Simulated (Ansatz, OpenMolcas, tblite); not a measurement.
**How methods differ on Si2H6O (disiloxane)**

The species is Si2H6O (9 atoms), meant as a singlet with charge 0. As SMILES, `[SiH3]O[SiH3]`. The shape is that of a PBE0-D4/def2-TZVP optimisation.

Quantity: the HOMO–LUMO gap, in eV. The values are calculated.

```csv
level,kind,program,value (eV),CPU time
IPEA1-xTB,semi-empirical,tblite,5.58,under 2 s
HF/cc-pVDZ,Hartree–Fock,OpenMolcas,15.75,5.2 s
SVWN5/cc-pVDZ,LDA,Ansatz,6.19,4.2 s
BLYP/cc-pVDZ,GGA,OpenMolcas,6.49,29 s
revPBE/cc-pVDZ,GGA,Ansatz,6.53,6.2 s
M06-L/cc-pVDZ,meta-GGA,OpenMolcas,7.48,41 s
B3LYP/cc-pVDZ,global hybrid,Ansatz,8.36,7.2 s
wB97M-V/cc-pVDZ,range-separated hybrid,Ansatz,12.92,55 s
PBE-QIDH/cc-pVDZ,double hybrid,Ansatz,12.94,10 s
```

The values span 5.58 to 15.75 eV. Orbital gaps aren't excitation energies, and those of double hybrids come from the SCF part alone; they tend to grow with the share of exact exchange. Times are those of the runs behind each value, whatever else they computed, on shared processors of several kinds: orders of magnitude only.

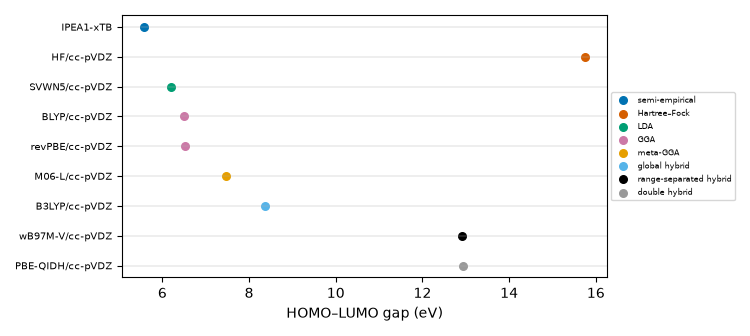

The values of the table, level by level.
